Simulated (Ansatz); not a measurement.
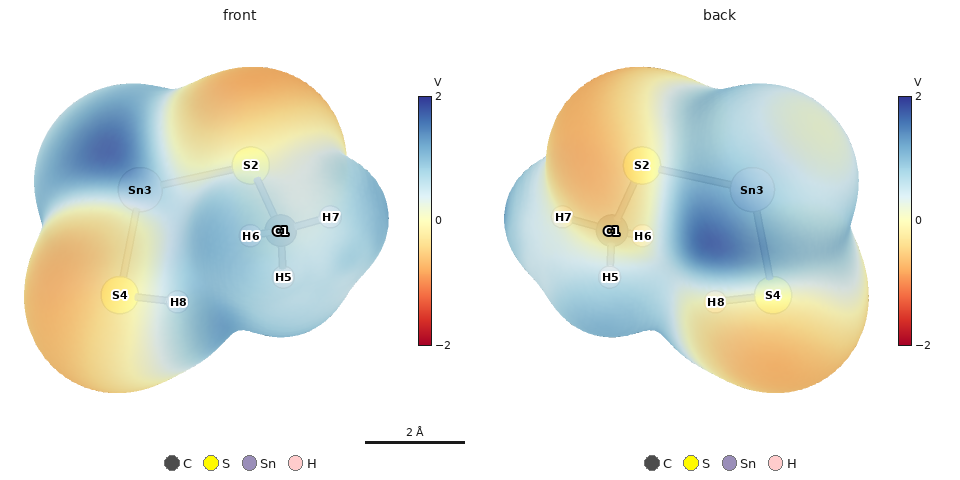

*CH4S2Sn. The electrostatic potential painted on the density surface at 0.002 e/bohr³, seen from the front and from behind; red is negative and blue positive.*

Geometry: PBE0-D4/def2-TZVP; core potentials replace the inner electrons of Sn.

Level of theory: RKS PBE0-D4/def2-TZVPP (Ansatz).

```yaml
atoms:
  - { symbol: C, position_ang: [0.2967, 1.0251, -0.3822] }
  - { symbol: S, position_ang: [0.7526, 0.7208, 1.3421] }
  - { symbol: Sn, position_ang: [0.0903, -1.5115, 2.0148] }
  - { symbol: S, position_ang: [-0.9309, -2.3545, -0.0332] }
  - { symbol: H, position_ang: [-0.7828, 0.9621, -0.5215] }
  - { symbol: H, position_ang: [0.8026, 0.3298, -1.0523] }
  - { symbol: H, position_ang: [0.6199, 2.0380, -0.6234] }
  - { symbol: H, position_ang: [-0.7563, -1.2671, -0.8000] }
```

Q: Describe the electrostatic potential map.

A: The most negative region (about −0.8 V, or −18 kcal/mol for a unit charge) lies over S2 and S4, the most positive (about +1.7 V, or +39 kcal/mol for a unit charge) over Sn3.
